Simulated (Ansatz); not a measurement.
C₃H₅FS: several calculations on one system

## 1. Relaxation

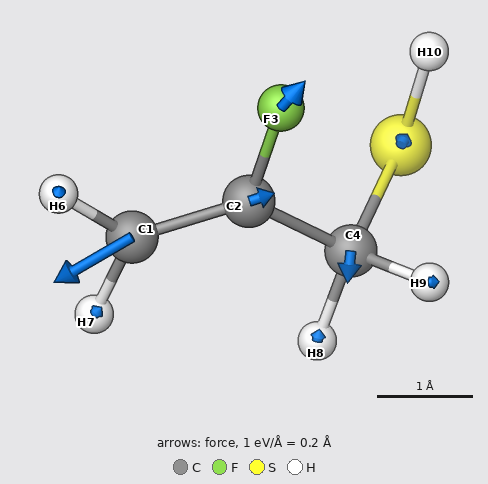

Starting geometry of C$_{3}$H$_{5}$FS with the computed forces as blue arrows. A ball-and-stick model, seen at a tilt.

The run prepares an end point of a later path (torsion) calculation, from a guessed geometry.

These are results of RKS PBE-D4/def2-SVP in Ansatz, not measurements.

Input
```yaml
crystal:
  periodic: [false, false, false]
  atoms:
    - { symbol: C, position_ang: [-0.4215, 1.0928, 1.1029] }
    - { symbol: C, position_ang: [0.1774, 0.1098, 0.5277] }
    - { symbol: F, position_ang: [1.373, -0.1883, 1.0065] }
    - { symbol: C, position_ang: [-0.2919, -0.7275, -0.5789] }
    - { symbol: S, position_ang: [0.5719, -0.4649, -2.1196] }
    - { symbol: H, position_ang: [-0.0075, 1.7155, 1.8943] }
    - { symbol: H, position_ang: [-1.4305, 1.4421, 0.7647] }
    - { symbol: H, position_ang: [-1.3832, -0.5055, -0.7745] }
    - { symbol: H, position_ang: [-0.2812, -1.7765, -0.2553] }
    - { symbol: H, position_ang: [1.7767, -0.7488, -1.565] }
basis:
  gaussian: { orbitals: def2-SVP }
hamiltonian:
  xc: pbe
  dispersion: d4
relax:
  f_tol: 0.015
  max_steps: 40
output:
  orbitals: {}
```

Run as
```bash
ansatz run input.yaml --threads 2 --pin off --max-ram 3072MiB --backend cpu --events-out ev --progress --plain --runs-dir out
```

Q: Is this structure relaxed? If not, where do the atoms go?

A: It isn't relaxed: the largest force vector, on C1, is 4.94 eV/Å. The final displacements follow the starting forces only in part (cosine between the two patterns 0.41). Over 5 geometry steps the energy falls by 6.80 kcal/mol. The largest force component goes from 3.4 to 0.015 eV/Å. H10 moves most after the best rigid fit: 0.12 Å. Largest moves by element: H 0.12 Å, F 0.11 Å, C 0.10 Å, S 0.07 Å. Among the contacts that change: C4–S5 1.786 → 1.847 Å, C1–C2 1.287 → 1.341 Å, C2–F3 1.322 → 1.356 Å, C2–C4 1.465 → 1.493 Å. Among the angles between lasting bonds that change: H6–C1–H7 112.6° → 119.2°, C2–C1–H6 125.8° → 120.7°, C1–C2–F3 115.5° → 120.2°. Cost: 12 s on 2 threads of Arm Neoverse V1, with other jobs on the host, peak memory 0.13 GiB.

## 2. Relaxation

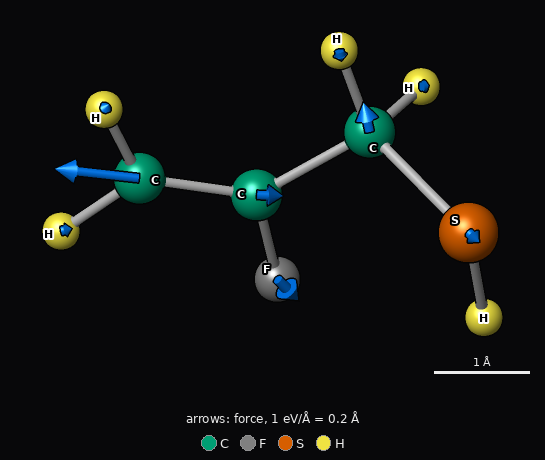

Starting geometry of C3H5FS with the computed forces as blue arrows. A ball-and-stick model, seen from a free direction.

The run prepares an end point of a later path (torsion) calculation, from a guessed geometry.

These are results of RKS PBE-D4/def2-SVP in Ansatz, not measurements. (no spin polarisation; force threshold 0.015 eV/Å; at most 40 steps)

What follows when this structure is relaxed?

Answer. It isn't relaxed: the largest force vector, on a C atom, is 4.67 eV/Å. The final displacements follow the starting forces only in part (cosine between the two patterns 0.42). The largest move after the best rigid fit is that of the F atom, 0.12 Å. Largest moves by element: F 0.12 Å, H 0.11 Å, C 0.10 Å, S 0.05 Å. Near-neighbour distances that change, for instance: C–S 1.786 → 1.847 Å, C–C 1.287 → 1.341 Å, C–F 1.322 → 1.356 Å, C–C 1.465 → 1.493 Å. Among the angles between lasting bonds that change: H–C–H 112.6° → 119.2°, C–C–H 125.8° → 120.1°, C–C–F 115.6° → 120.2°. The energy falls by 28.2 kJ/mol in 7 geometry steps. Largest force component: 3.6 eV/Å at the start, 0.006 eV/Å at the end.

## 3. Path

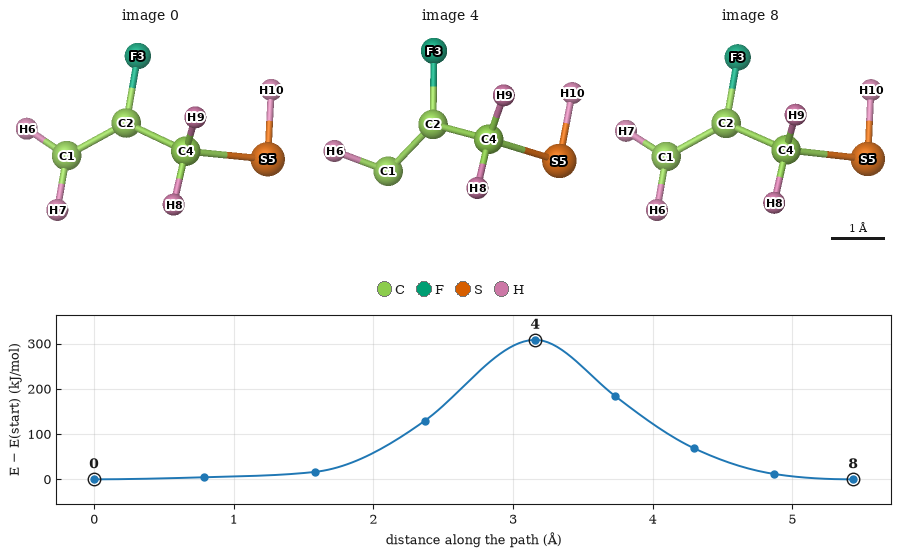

NEB run on C₃H₅FS. Images are numbered from 0 (start) to 8 (end). The picture is a ball-and-stick view, seen from a free direction.

These are results of RKS PBE-D4/def2-SVP (Ansatz 0.2.0), not measurements.

Input file:
```yaml
crystal:
  periodic: [false, false, false]
  atoms:
    - { symbol: C, position_ang: [-0.481839, 1.156912, 1.144857] }
    - { symbol: C, position_ang: [0.166619, 0.152925, 0.536499] }
    - { symbol: F, position_ang: [1.427064, -0.173125, 0.91584] }
    - { symbol: C, position_ang: [-0.323637, -0.721182, -0.569924] }
    - { symbol: S, position_ang: [0.626911, -0.502213, -2.138012] }
    - { symbol: H, position_ang: [-0.001549, 1.726158, 1.952951] }
    - { symbol: H, position_ang: [-1.500907, 1.423003, 0.835369] }
    - { symbol: H, position_ang: [-1.373162, -0.475384, -0.817902] }
    - { symbol: H, position_ang: [-0.281482, -1.787795, -0.265021] }
    - { symbol: H, position_ang: [1.825182, -0.850599, -1.591858] }
basis:
  gaussian: { orbitals: def2-SVP }
hamiltonian:
  xc: pbe
  dispersion: d4
neb:
  order_check: false
  images: 7
  f_tol: 0.05
  max_iterations: 60
  initial_path: idpp
  final_atoms:
    - { symbol: C, position_ang: [-0.48405775, 1.15499697, 1.14810238] }
    - { symbol: C, position_ang: [0.16923424, 0.15843163, 0.5323795] }
    - { symbol: F, position_ang: [1.4351565, -0.15674783, 0.90142572] }
    - { symbol: C, position_ang: [-0.32335595, -0.71858967, -0.57075861] }
    - { symbol: S, position_ang: [0.63055517, -0.51189357, -2.13823642] }
    - { symbol: H, position_ang: [-1.50788603, 1.41136973, 0.84697667] }
    - { symbol: H, position_ang: [-0.00400539, 1.72558339, 1.95511309] }
    - { symbol: H, position_ang: [-1.371369, -0.46850935, -0.82056164] }
    - { symbol: H, position_ang: [-0.28818896, -1.78417796, -0.26151517] }
    - { symbol: H, position_ang: [1.82711717, -0.86176333, -1.59012651] }
```

Run as
```bash
ansatz run input.yaml --threads 2 --pin off --max-ram 3072MiB --backend cpu --events-out ev --progress --plain --runs-dir out
```

### Describe the mechanism and the energy profile.

The barrier is about 308.4 kJ/mol in both directions, with image 4 at the top; the ends have the same energy. The motion is a rotation about the C1–C2 bond by about 180°. No bond forms or breaks between the ends. Bond angles that change up to the highest image, for instance: C2–C1–H6 120.7° → 104.2°, H6–C1–H7 119.2° → 103.1°. The band converged in 46 iterations. The largest component of the band force went from 1.7 to 0.032 eV/Å. The climbing image converged on the top of the path. Its vibrational analysis gives one imaginary mode (2098i cm⁻¹), as a transition state must have.

The run took 8.7 min on 2 threads of Arm Neoverse V1 (shared host), peak memory 0.19 GiB.
